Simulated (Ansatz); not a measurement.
## How far to go with the k-point mesh at a smearing width of 0.02 eV: MgPd (P4mm, 2 atoms in the cell)

```
MgPd
1.0
    3.13960     0.00000     0.00000
    0.00000     3.13960     0.00000
    0.00000     0.00000     3.13960
Mg Pd
1 1
Cartesian
  0.00000   0.00000   0.05000
  1.56980   1.56980   1.56980
```

Computed with LDA (PW92), default PAW files made with PBE (plane waves; Ansatz, a quantum-chemistry and plane-wave program).

Base settings: basis.ecutwfc = 30.9 Ry; kpoints.mp_grid.grid = 11 11 11; hamiltonian.xc = lda; hamiltonian.pseudopotentials = {kind: paw} (the program's default PAW files); scf.occupations.method = gaussian; scf.occupations.width = 0.0073 Ry.

In this ladder: scf.occupations.width = 0.0015 Ry.

Only quantities that move along the ladder and can be compared are tabulated.

The count of work is k-points × plane waves × bands × iterations; it is no time. 

The starting cell comes from a database of computed structures (which also holds hypothetical and non-ambient phases and stackings), without a prior relaxation at this level. Its lattice was rescaled by up to half a per cent. One atom was moved a little off its site on purpose. Spin polarisation is off. In the base run, with a pressure of about -3 GPa the cell is away from its equilibrium volume at this level. Ansatz's pressure includes its estimate of the finite-basis (Pulay) stress.

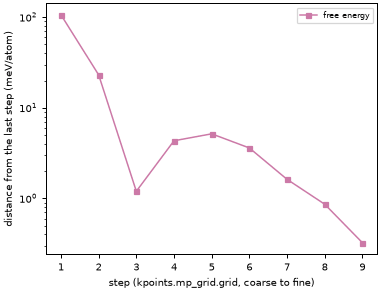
Figure: Distance from the last step along the ladder; very small values are drawn at a floor.

```csv
kpoints.mp_grid.grid,free energy less the last step's (meV/atom),pressure (GPa),largest difference of a force vector from the last step's (eV/Å),count of work / last
4 4 4,106.17,-2.16,0.009,0.015
5 5 5,-23.11,-4.00,0.003,0.015
7 7 7,1.20,-3.53,0.002,0.034
8 8 8,4.33,-3.50,0.000,0.063
9 9 9,5.16,-3.45,0.001,0.063
11 11 11,3.60,-3.44,0.001,0.11
14 14 14,-1.62,-3.93,0.001,0.24
17 17 17,0.86,-3.61,0.000,0.34
20 20 20,-0.32,-3.69,0.001,0.61
25 25 25,0.00,-3.70,0.000,1.0
```

Coarsest kpoints.mp_grid.grid that holds the forces within 0.005 eV/Å of the last step, with all finer ones: 5 5 5, at 0.015 of the last step's count of work; the step before is off by 0.009 eV/Å.

Coarsest kpoints.mp_grid.grid that holds the pressure within 0.5 GPa of the last step, with all finer ones: 5 5 5, at 0.015 of the last step's count of work; the step before is off by 1.5 GPa.

Coarsest kpoints.mp_grid.grid that holds the free energy within 1 meV/atom of the last step, with all finer ones: 17 17 17, at 0.34 of the last step's count of work; the step before is off by 1.6 meV/atom.

Two neighbours can agree and both be off: 9 9 9 and 11 11 11 differ by 0.01 GPa in the pressure, yet lie about 0.26 GPa from the last step.

Keys are those of Ansatz 0.2.
